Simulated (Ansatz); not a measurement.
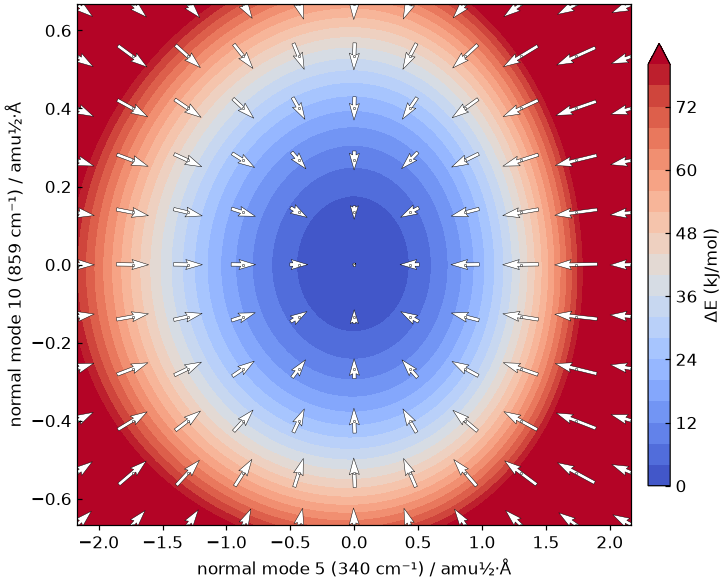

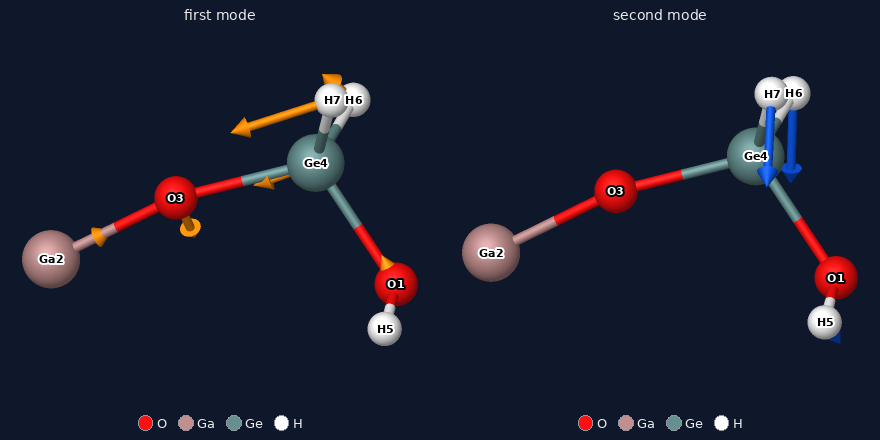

Energy landscape of GaGeH3O2. The first coordinate is: normal mode 5 (340 cm⁻¹); the second: normal mode 10 (859 cm⁻¹). Nothing is relaxed (straight displacements along the two mass-weighted modes). The grid has 11 × 11 points. Points are written as (first, second). Energies: kJ/mol, counted from the lowest grid point. The calculation used RKS PBE0-D4/def2-SVP in Ansatz.

In the figure: filled contours, dots at the grid points, arrows along the force (downhill), their lengths compressed, one colour for all values above the top of the scale. Between grid points the surface is interpolated. The second picture is the structure at the lowest point

Q: Where are the wells?

A: The lowest grid point is at (0.00 amu½·Å, 0.000 amu½·Å). No other kind of well shows on this grid. The highest grid point, (2.17 amu½·Å, 0.667 amu½·Å), lies 194 kJ/mol above the lowest.

The input of one point:

```yaml
crystal:
  periodic: [false, false, false]
  atoms:
    - { symbol: O, position_ang: [-0.880996, 1.074642, -0.873474] }
    - { symbol: Ga, position_ang: [-0.849754, -2.640616, 1.256058] }
    - { symbol: O, position_ang: [0.059166, -1.236611, 0.580865] }
    - { symbol: Ge, position_ang: [0.447993, 0.411902, 0.103032] }
    - { symbol: H, position_ang: [-0.976251, 0.625406, -1.719837] }
    - { symbol: H, position_ang: [0.511066, 1.331725, 1.329276] }
    - { symbol: H, position_ang: [1.749975, 0.36565, -0.721718] }
basis:
  gaussian: { orbitals: def2-SVP }
hamiltonian:
  xc: pbe0
  dispersion: d4
output:
  forces: true
```

The whole map (121 points run) took 9.5 min on 1 thread of Intel(R) Xeon(R) Gold 6455B (Sapphire Rapids) (shared host).
